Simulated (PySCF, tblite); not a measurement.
# C3H7N: changes of charge, electronic excitations, EPR parameters, part 1 of 3

Wanted: changes of charge, electronic excitations, EPR parameters for C3H7N (`NC1CC1`).

Computed with tblite 0.8.0 and PySCF 2.14.0 and routines of our own; the level stands in each step. Atoms count from 0.

## Step 1: The starting structure

11 atoms, charge 0, multiplicity 1; geometry from: start built from the parent or by distance geometry.

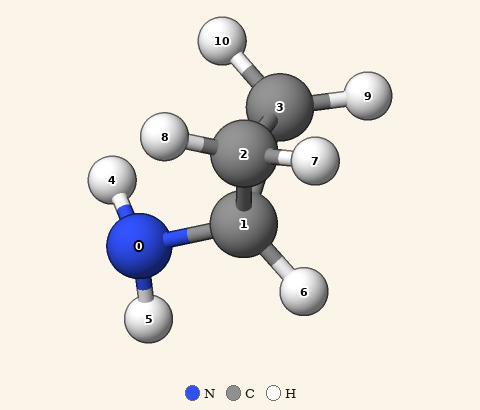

The starting geometry (nitrogen blue, carbon grey, hydrogen white).

## Step 2: Optimising the geometry with GFN2-xTB

Job settings and geometry (Å):

```
{"job": {"kind": "relax", "xc": "GFN2-xTB", "basis": "xTB"}, "charge": 0, "multiplicity": 1}
N      1.520600     0.221400     0.412600
C      0.275900     0.377000    -0.363400
C     -1.025000     0.489600     0.349700
C     -0.634500    -0.802400    -0.275700
H      1.648300    -0.739400     0.790300
H      2.283500     0.581100    -0.169800
H      0.352000     0.969000    -1.291800
H     -1.897600     0.964600    -0.189200
H     -0.969400     0.677700     1.422900
H     -1.075200    -1.120200    -1.236500
H     -0.467700    -1.613000     0.499000
```

Launch:

```bash
$ OMP_NUM_THREADS=1 python redox_run.py task.json out
```

One launch serves the whole session: the jobs run in the order shown.

Output:

```text
step      E/eV     max force
  0    -349.68273    1.954
  1    -349.84635    1.057
  2    -349.94030    0.860
  3    -350.01469    0.567
  4    -350.04587    0.481
  5    -350.07994    0.506
  6    -350.09906    0.325
  7    -350.10852    0.286
  8    -350.11498    0.220
  9    -350.12131    0.236
 10    -350.12555    0.175
 11    -350.12778    0.123
 12    -350.12939    0.123
 13    -350.13110    0.115
 14    -350.13272    0.135
 15    -350.13435    0.130
 16    -350.13610    0.118
 17    -350.13785    0.124
 18    -350.13927    0.091
 19    -350.14040    0.109
 20    -350.14159    0.112
 21    -350.14313    0.107
 22    -350.14478    0.123
 23    -350.14620    0.142
 24    -350.14758    0.140
 25    -350.14951    0.146
 26    -350.15246    0.207
 27    -350.15635    0.230
 28    -350.16065    0.201
 29    -350.16486    0.267
 30    -350.16178    0.661
 31    -350.17321    0.312
 32    -350.17877    0.265
 33    -350.19438    0.510
 34    -350.20286    0.477
 35    -350.20538    0.332
 36    -350.21078    0.160
 37    -350.21310    0.208
 38    -350.21661    0.193
 39    -350.21865    0.135
 40    -350.21948    0.082
 41    -350.21975    0.063
 42    -350.22000    0.034
 43    -350.22025    0.055
 44    -350.22059    0.073
 45    -350.22088    0.077
 46    -350.22109    0.053
 47    -350.22123    0.030
 48    -350.22133    0.027
 49    -350.22139    0.020
 50    -350.22142    0.016
 51    -350.22144    0.012
 52    -350.22145    0.009
```

Wall time 0.16 s (1 thread of Arm Neoverse V1, shared host).

Along the way: (not every step is listed)

```
step  energy from step 0 (eV)  largest force (eV/Å)
   0                   0.0000                1.9544
   1                  -0.1636                1.0574
   2                  -0.2576                0.8605
   3                  -0.3320                0.5670
   4                  -0.3631                0.4815
   5                  -0.3972                0.5059
   6                  -0.4163                0.3249
   7                  -0.4258                0.2859
   8                  -0.4323                0.2204
  11                  -0.4450                0.1232
  14                  -0.4500                0.1348
  17                  -0.4551                0.1237
  20                  -0.4589                0.1119
  23                  -0.4635                0.1418
  26                  -0.4697                0.2074
  29                  -0.4821                0.2670
  32                  -0.4960                0.2652
  35                  -0.5226                0.3320
  38                  -0.5339                0.1929
  41                  -0.5370                0.0631
  44                  -0.5379                0.0735
  47                  -0.5385                0.0296
  48                  -0.5386                0.0266
  49                  -0.5387                0.0198
  50                  -0.5387                0.0164
  51                  -0.5387                0.0123
  52                  -0.5387                0.0093
```

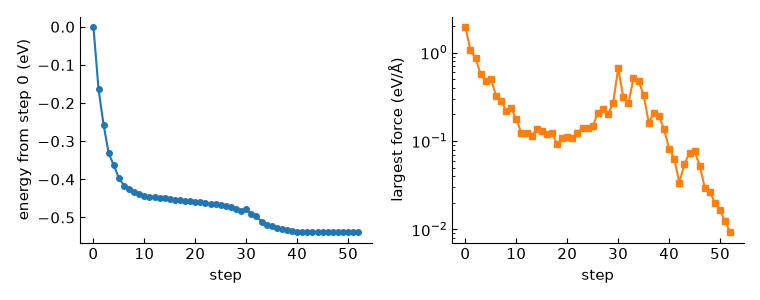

Energy and force, step by step.

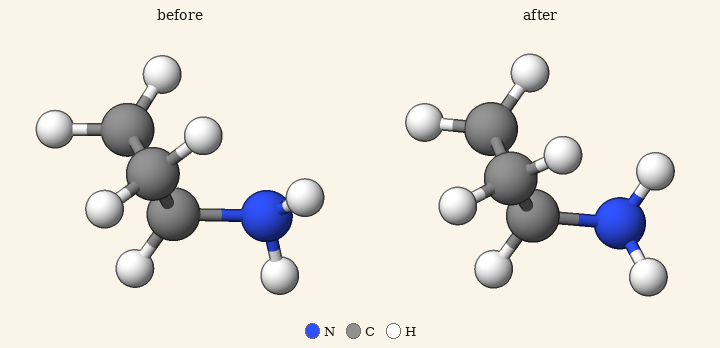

The geometry before (left) and after (right).

Close pairs (by a distance rule), those that changed most:

```
  bond  before (Å)  after (Å)  change (Å)
C3–H10       1.134      1.081      -0.053
 C2–H7       1.130      1.079      -0.051
 N0–C1       1.475      1.432      -0.043
 N0–H4       1.040      1.014      -0.026
 C3–H9       1.104      1.079      -0.025
 C1–H6       1.104      1.084      -0.020
 C2–C3       1.488      1.504      +0.017
 C1–C3       1.492      1.508      +0.015
```

The end geometry stands in the next job.

## Step 3: Infrared spectrum with GFN2-xTB

Job settings and geometry (Å):

```
{"job": {"kind": "ir", "xc": "GFN2-xTB", "basis": "xTB"}, "charge": 0, "multiplicity": 1}
N      1.537916     0.422679     0.294842
C      0.282839     0.383468    -0.394498
C     -0.995825     0.440193     0.375512
C     -0.628458    -0.817586    -0.363746
H      1.469761    -0.049950     1.189864
H      2.260304    -0.036713    -0.250783
H      0.333498     0.939623    -1.323756
H     -1.803237     1.046384    -0.004610
H     -0.937706     0.426063     1.453652
H     -1.182707    -1.076671    -1.252622
H     -0.325536    -1.672148     0.224219
```

Output:

```text
mode    cm-1     km/mol
  1     237.7     53.97
  2     374.2      6.85
  3     395.3      3.32
  4     795.1      0.50
  5     835.8     18.33
  6     859.5     25.61
  7     928.7     33.78
  8     950.2     84.24
  9    1006.4     70.19
 10    1053.4      6.74
 11    1071.3      9.23
 12    1095.7      2.57
 13    1124.9      6.51
 14    1153.8      0.05
 15    1225.2     17.02
 16    1257.1      0.99
 17    1386.8     39.79
 18    1438.4      0.08
 19    1487.5     16.06
 20    1555.0     36.94
 21    3034.2     30.30
 22    3078.4     27.71
 23    3087.6      8.95
 24    3092.2     29.39
 25    3108.8     72.23
 26    3376.1     13.13
 27    3415.0      8.87
ZPE 253.754  H(298)-E 268.058  G(298)-E 184.461 kJ/mol  S 280.39 J/(mol K)
```

Run time: 0.17 s. Hardware: 1 thread of Arm Neoverse V1, shared host.

The strongest bands and the atoms that carry them (share of the mass-weighted mode):

```
cm⁻¹  km/mol                                atoms
 238    54.0                     H5 47 %, H4 45 %
 929    33.8   H5 18 %, C2 17 %, C3 15 %, H4 14 %
 950    84.2            H4 29 %, H8 16 %, C1 15 %
1006    70.2  H10 24 %, C1 18 %, H5 13 %, N0 11 %
1387    39.8            C1 38 %, H6 14 %, H7 11 %
1555    36.9                     H4 47 %, H5 42 %
3034    30.3                              H6 91 %
3109    72.2            H7 41 %, H9 21 %, H8 18 %
```

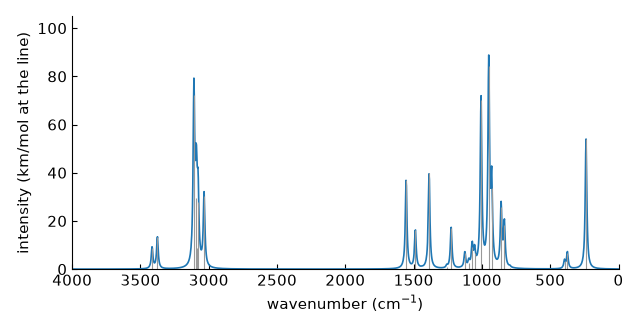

The infrared spectrum from these modes, unscaled. Lines are broadened to a width of 14 cm⁻¹ (Lorentzian).

## Step 4: Geometry optimisation at PBE0-D3(BJ)/def2-SVP

The job, as its differences from that of step 3:

```diff
@@ -1,2 +1,2 @@
-{"job": {"kind": "ir", "xc": "GFN2-xTB", "basis": "xTB"}, "charge": 0, "multiplicity": 1}
+{"job": {"xc": "PBE0", "basis": "def2-SVP", "d3": "d3bj", "grid": 1, "kind": "geom"}, "charge": 0, "multiplicity": 1}
 N      1.537916     0.422679     0.294842
```

Output:

```text
step   0  E = -172.91599802  max force = 0.010465
step   1  E = -172.91708941  max force = 0.002819
step   2  E = -172.91712324  max force = 0.000295
step   3  E = -172.91712780  max force = 0.000251
optimisation converged
```

It took 8.5 s on 1 thread of Arm Neoverse V1, shared host.

Along the way:

```
step  energy from step 0 (eV)  largest force component (eV/Å)
   0                   0.0000                          0.5381
   1                  -0.0297                          0.1450
   2                  -0.0306                          0.0152
   3                  -0.0307                          0.0129
```

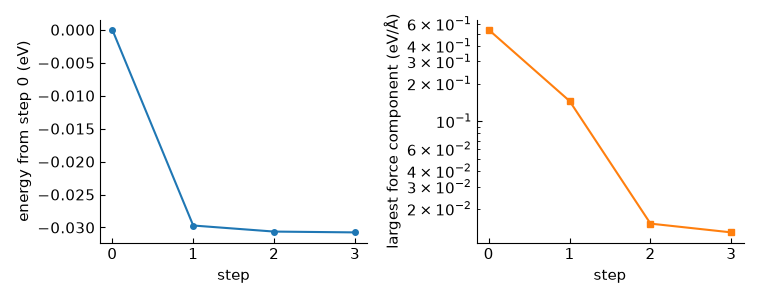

Energy and force, step by step.

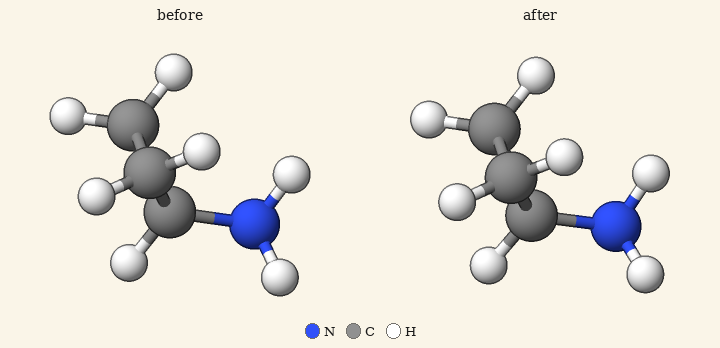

The geometry before (left) and after (right).

Close pairs (by a distance rule), those that changed most:

```
  bond  before (Å)  after (Å)  change (Å)
 C2–H8       1.080      1.095      +0.015
 C3–H9       1.079      1.094      +0.015
 C2–H7       1.079      1.093      +0.014
C3–H10       1.081      1.094      +0.014
 C1–H6       1.084      1.097      +0.012
 N0–H5       1.015      1.019      +0.004
 N0–H4       1.014      1.018      +0.003
 C2–C3       1.504      1.507      +0.002
```

The end geometry stands in the next job.

```
                         at the end point                 value
  point group (found at 0.08 Å tolerance)                    C1
rotational constants (GHz, main isotopes)  16.331, 6.638, 5.804
                        dipole moment (D)                  1.17
```

## Step 5: Harmonic vibrations (C3H7N): PBE0-D3(BJ)/def2-SVP

Job settings and geometry (Å):

```
{"job": {"xc": "PBE0", "basis": "def2-SVP", "d3": "d3bj", "grid": 2, "kind": "hessian"}, "charge": 0, "multiplicity": 1}
N      1.537134     0.443626     0.304216
C      0.293134     0.383037    -0.400779
C     -0.990458     0.426623     0.358018
C     -0.612624    -0.823579    -0.393787
H      1.433495     0.075530     1.247130
H      2.235819    -0.135710    -0.158374
H      0.311574     0.956287    -1.335369
H     -1.808014     1.045061    -0.021165
H     -0.929502     0.400619     1.450843
H     -1.169739    -1.078987    -1.299888
H     -0.288451    -1.686787     0.195803
```

Output:

```text
coarse grid: 8664 points
cycle   1  E = -172.8620195866  dE =  4.312e-01  |g| = 3.611e-01  |ddm| = 3.258e+00
cycle   2  E = -172.8588714810  dE =  3.148e-03  |g| = 3.945e-01  |ddm| = 7.739e-01
cycle   3  E = -172.8957690784  dE = -3.690e-02  |g| = 2.942e-02  |ddm| = 4.004e-01
cycle   4  E = -172.8959150978  dE = -1.460e-04  |g| = 1.353e-02  |ddm| = 4.445e-02
cycle   5  E = -172.8959542688  dE = -3.917e-05  |g| = 4.533e-03  |ddm| = 1.795e-02
cycle   6  E = -172.8959591355  dE = -4.867e-06  |g| = 4.467e-04  |ddm| = 5.183e-03
final grid: 82224 points
cycle   7  E = -172.9171201280  dE = -2.059e-05  |g| = 6.956e-03  |ddm| = 2.286e-02
cycle   8  E = -172.9171162841  dE =  3.844e-06  |g| = 8.100e-03  |ddm| = 1.506e-02
cycle   9  E = -172.9171325920  dE = -1.631e-05  |g| = 2.853e-04  |ddm| = 8.109e-03
cycle  10  E = -172.9171326059  dE = -1.388e-08  |g| = 1.576e-04  |ddm| = 4.592e-04
cycle  11  E = -172.9171326119  dE = -5.983e-09  |g| = 2.254e-05  |ddm| = 1.750e-04
cycle  12  E = -172.9171326120  dE = -1.050e-10  |g| = 6.918e-06  |ddm| = 3.270e-05
cycle  13  E = -172.9171326120  dE = -1.052e-11  |g| = 1.301e-06  |ddm| = 6.849e-06
converged SCF energy = -172.9171326120

mode    cm-1
  1     223.1
  2     385.5
  3     402.2
  4     761.7
  5     786.5
  6     824.3
  7     873.9
  8     942.9
  9     994.2
 10    1049.9
 11    1063.6
 12    1114.9
 13    1148.0
 14    1177.7
 15    1261.5
 16    1295.5
 17    1411.5
 18    1427.7
 19    1512.1
 20    1634.2
 21    3138.9
 22    3146.4
 23    3156.9
 24    3234.9
 25    3245.6
 26    3534.2
 27    3621.4
ZPE 259.405  H(298)-E 273.814  G(298)-E 190.023 kJ/mol  S 281.03 J/(mol K)
```

Wall time 83 s (1 thread of Arm Neoverse V1, shared host); peak memory 1.4 GiB.

Zero-point energy 259.40 kJ/mol (xTB gave 253.75).

## Step 6: Single point (C3H7N): wB97X-D3(BJ)/ma-def2-TZVP

Geometry: PBE0-D3(BJ)/def2-SVP.

The job, as its differences from that of step 5:

```diff
@@ -1,2 +1,2 @@
-{"job": {"xc": "PBE0", "basis": "def2-SVP", "d3": "d3bj", "grid": 2, "kind": "hessian"}, "charge": 0, "multiplicity": 1}
+{"job": {"kind": "sp", "xc": "wB97X", "basis": "ma-def2-TZVP", "d3": "d3bj", "grid": 2}, "charge": 0, "multiplicity": 1}
 N      1.537134     0.443626     0.304216
```

Output:

```text
coarse grid: 8664 points
cycle   1  E = -173.3857530691  dE =  6.483e-01  |g| = 3.002e-01  |ddm| = 2.310e+00
cycle   2  E = -173.4022046822  dE = -1.645e-02  |g| = 2.016e-01  |ddm| = 8.570e-01
cycle   3  E = -173.4095933164  dE = -7.389e-03  |g| = 4.013e-02  |ddm| = 2.211e-01
cycle   4  E = -173.4099585645  dE = -3.652e-04  |g| = 1.147e-02  |ddm| = 5.995e-02
cycle   5  E = -173.4099919337  dE = -3.337e-05  |g| = 3.799e-03  |ddm| = 1.994e-02
cycle   6  E = -173.4099961657  dE = -4.232e-06  |g| = 8.035e-04  |ddm| = 7.037e-03
final grid: 82224 points
cycle   7  E = -173.3956191435  dE = -3.942e-05  |g| = 2.708e-03  |ddm| = 3.914e-02
cycle   8  E = -173.3956203156  dE = -1.172e-06  |g| = 1.869e-03  |ddm| = 6.453e-03
cycle   9  E = -173.3956210795  dE = -7.639e-07  |g| = 2.069e-04  |ddm| = 1.880e-03
cycle  10  E = -173.3956211013  dE = -2.185e-08  |g| = 6.788e-05  |ddm| = 7.893e-04
cycle  11  E = -173.3956211031  dE = -1.732e-09  |g| = 3.275e-05  |ddm| = 1.732e-04
converged SCF energy = -173.3956211031
```

It took 5.5 s on 1 thread of Arm Neoverse V1, shared host; peak memory 0.61 GiB.

## Step 7: Single point (C₃H₇N+ (doublet)): wB97X-D3(BJ)/ma-def2-TZVP

Geometry: PBE0-D3(BJ)/def2-SVP, that of another charge or spin state.

The job, as its differences from that of step 6:

```diff
@@ -1,2 +1,2 @@
-{"job": {"kind": "sp", "xc": "wB97X", "basis": "ma-def2-TZVP", "d3": "d3bj", "grid": 2}, "charge": 0, "multiplicity": 1}
+{"job": {"kind": "sp", "xc": "wB97X", "basis": "ma-def2-TZVP", "d3": "d3bj", "grid": 2}, "charge": 1, "multiplicity": 2}
 N      1.537134     0.443626     0.304216
```

Output:

```text
final grid: 82224 points
cycle   1  E = -173.0299006821  dE = -2.300e-02  |g| = 2.858e-01  |ddm| = 5.429e-01
cycle   2  E = -173.0342615518  dE = -4.361e-03  |g| = 2.635e-01  |ddm| = 3.359e-01
cycle   3  E = -173.0621431181  dE = -2.788e-02  |g| = 3.009e-02  |ddm| = 1.731e-01
cycle   4  E = -173.0625974642  dE = -4.543e-04  |g| = 7.699e-03  |ddm| = 2.657e-02
cycle   5  E = -173.0626633172  dE = -6.585e-05  |g| = 3.183e-03  |ddm| = 1.382e-02
cycle   6  E = -173.0626800379  dE = -1.672e-05  |g| = 2.034e-03  |ddm| = 5.920e-03
cycle   7  E = -173.0626892052  dE = -9.167e-06  |g| = 1.003e-03  |ddm| = 5.181e-03
cycle   8  E = -173.0626927696  dE = -3.564e-06  |g| = 4.292e-04  |ddm| = 4.265e-03
cycle   9  E = -173.0626934066  dE = -6.371e-07  |g| = 1.668e-04  |ddm| = 1.854e-03
cycle  10  E = -173.0626935008  dE = -9.419e-08  |g| = 7.432e-05  |ddm| = 6.894e-04
cycle  11  E = -173.0626935138  dE = -1.302e-08  |g| = 3.166e-05  |ddm| = 2.542e-04
cycle  12  E = -173.0626935161  dE = -2.271e-09  |g| = 1.973e-05  |ddm| = 8.658e-05
converged SCF energy = -173.0626935161
```

Run time: 13 s. Hardware: 1 thread of Arm Neoverse V1, shared host; peak memory 0.69 GiB.

## Step 8: Geometry optimisation with GFN2-xTB

This step treats C3H7N+ (doublet), labelled `[NH2+]C1CC1` (the label fixes atoms and charge, not where charge and spin sit).

Job settings and geometry (Å):

```
{"job": {"kind": "relax", "xc": "GFN2-xTB", "basis": "xTB"}, "charge": 1, "multiplicity": 2}
N      1.553400     0.437500     0.298900
C      0.282400     0.391700    -0.423800
C     -0.973000     0.419000     0.361200
C     -0.615100    -0.809000    -0.414400
H      1.430300     0.071700     1.258500
H      2.224800    -0.137400    -0.167200
H      0.312000     0.962100    -1.346400
H     -1.796600     1.054100    -0.016100
H     -0.920500     0.393800     1.449600
H     -1.179100    -1.081700    -1.294600
H     -0.295400    -1.690800     0.188900
```

Output:

```text
step      E/eV     max force
  0    -336.42761    4.100
  1    -336.79842    1.827
  2    -336.92396    1.194
  3    -337.01031    0.727
  4    -337.04289    0.544
  5    -337.06350    0.603
  6    -337.08830    0.500
  7    -337.10600    0.394
  8    -337.11899    0.290
  9    -337.13267    0.266
 10    -337.14922    0.333
 11    -337.16517    0.331
 12    -337.18278    0.359
 13    -337.19533    0.541
 14    -337.20882    0.843
 15    -337.22011    0.253
 16    -337.22838    0.202
 17    -337.23338    0.241
 18    -337.23766    0.172
 19    -337.23942    0.112
 20    -337.24067    0.119
 21    -337.24241    0.133
 22    -337.24491    0.111
 23    -337.24703    0.124
 24    -337.24791    0.083
 25    -337.24880    0.079
 26    -337.24968    0.084
 27    -337.25136    0.080
 28    -337.25237    0.092
 29    -337.25353    0.099
 30    -337.25435    0.092
 31    -337.25527    0.094
 32    -337.25583    0.071
 33    -337.25620    0.053
 34    -337.25651    0.054
 35    -337.25685    0.057
 36    -337.25719    0.047
 37    -337.25743    0.029
 38    -337.25755    0.029
 39    -337.25762    0.025
 40    -337.25769    0.022
 41    -337.25777    0.023
 42    -337.25785    0.029
 43    -337.25792    0.031
 44    -337.25797    0.020
 45    -337.25799    0.013
 46    -337.25801    0.011
 47    -337.25802    0.015
 48    -337.25805    0.020
 49    -337.25807    0.014
 50    -337.25809    0.011
 51    -337.25810    0.010
```

Run time: 0.15 s. Hardware: 1 thread of Arm Neoverse V1, shared host.

Step by step: (not every step is listed)

```
step  energy from step 0 (eV)  largest force (eV/Å)
   0                   0.0000                4.1000
   1                  -0.3708                1.8265
   2                  -0.4964                1.1944
   3                  -0.5827                0.7272
   4                  -0.6153                0.5437
   5                  -0.6359                0.6026
   6                  -0.6607                0.5002
   7                  -0.6784                0.3941
   8                  -0.6914                0.2905
  11                  -0.7376                0.3311
  14                  -0.7812                0.8426
  17                  -0.8058                0.2411
  20                  -0.8131                0.1190
  23                  -0.8194                0.1239
  26                  -0.8221                0.0845
  29                  -0.8259                0.0986
  32                  -0.8282                0.0710
  35                  -0.8292                0.0568
  38                  -0.8299                0.0285
  41                  -0.8302                0.0226
  44                  -0.8304                0.0203
  46                  -0.8304                0.0114
  47                  -0.8304                0.0153
  48                  -0.8304                0.0196
  49                  -0.8305                0.0145
  50                  -0.8305                0.0114
  51                  -0.8305                0.0098
```

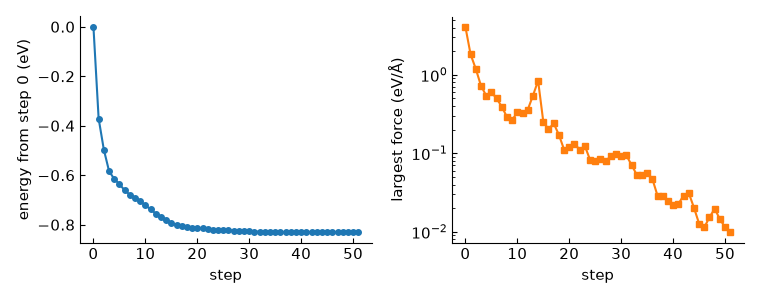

Energy and force, step by step.

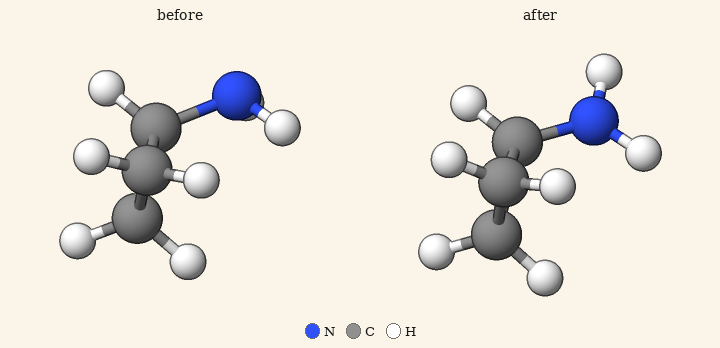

Before and after, at one scale.

Close pairs (by a distance rule), those that changed most:

```
  bond  before (Å)  after (Å)  change (Å)
 N0–C1       1.463      1.350      -0.113
 C1–C2       1.481      1.564      +0.083
 C1–C3       1.499      1.565      +0.066
 C2–C3       1.496      1.457      -0.038
C3–H10       1.115      1.081      -0.034
 C2–H7       1.106      1.082      -0.024
 N0–H4       1.034      1.013      -0.021
 N0–H5       0.999      1.011      +0.012
```

The final coordinates are the input of the step that follows.

## Step 9: Infrared spectrum with GFN2-xTB

Job settings and geometry (Å):

```
{"job": {"kind": "ir", "xc": "GFN2-xTB", "basis": "xTB"}, "charge": 1, "multiplicity": 2}
N      1.486179     0.191651     0.259162
C      0.329305     0.298240    -0.427472
C     -1.019047     0.418157     0.355436
C     -0.735833    -0.842955    -0.318034
H      1.519235    -0.277675     1.156323
H      2.349003     0.578665    -0.099841
H      0.397689     0.818791    -1.375224
H     -1.704989     1.126460    -0.090018
H     -0.939567     0.477783     1.432017
H     -1.210819    -1.071753    -1.262971
H     -0.447938    -1.706303     0.265344
```

Output:

```text
mode    cm-1     km/mol
  1     251.8     17.28
  2     313.8     10.33
  3     391.0      1.32
  4     514.8    236.60
  5     625.4      1.18
  6     755.6      0.08
  7     831.8     11.25
  8     877.1     20.46
  9     880.7     10.11
 10     979.9     14.60
 11    1046.3     12.10
 12    1055.8      6.85
 13    1064.2     24.55
 14    1121.3      0.50
 15    1238.4      1.65
 16    1260.5      3.40
 17    1344.4      6.84
 18    1375.5     14.34
 19    1443.8      6.30
 20    1453.0     94.26
 21    3053.0      4.55
 22    3064.6     14.53
 23    3064.9     25.87
 24    3090.4      0.09
 25    3106.2      6.15
 26    3384.8    125.47
 27    3438.3    106.79
ZPE 245.399  H(298)-E 260.705  G(298)-E 173.988 kJ/mol  S 290.85 J/(mol K)
```

Run time: 0.18 s. Hardware: 1 thread of Arm Neoverse V1, shared host.

The strongest bands and the atoms that carry them (share of the mass-weighted mode):

```
cm⁻¹  km/mol                                atoms
 252    17.3            H5 42 %, H4 31 %, C1 11 %
 515   236.6            H4 42 %, H5 32 %, N0 22 %
 877    20.5  H4 17 %, H10 17 %, H5 15 %, H8 13 %
1064    24.6   H7 18 %, H9 18 %, C1 12 %, C2 11 %
1453    94.3   N0 29 %, C1 26 %, H4 21 %, H5 17 %
3065    25.9                     H7 63 %, H8 24 %
3385   125.5                     H4 65 %, H5 32 %
3438   106.8                     H5 62 %, H4 29 %
```

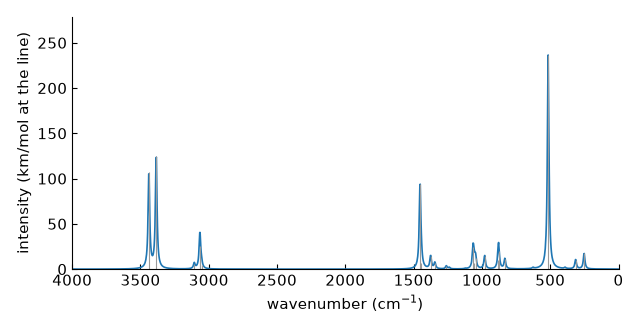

The infrared spectrum from these modes, unscaled. Lines are broadened to a width of 14 cm⁻¹ (Lorentzian).

(Continued in part 2 of 3.)
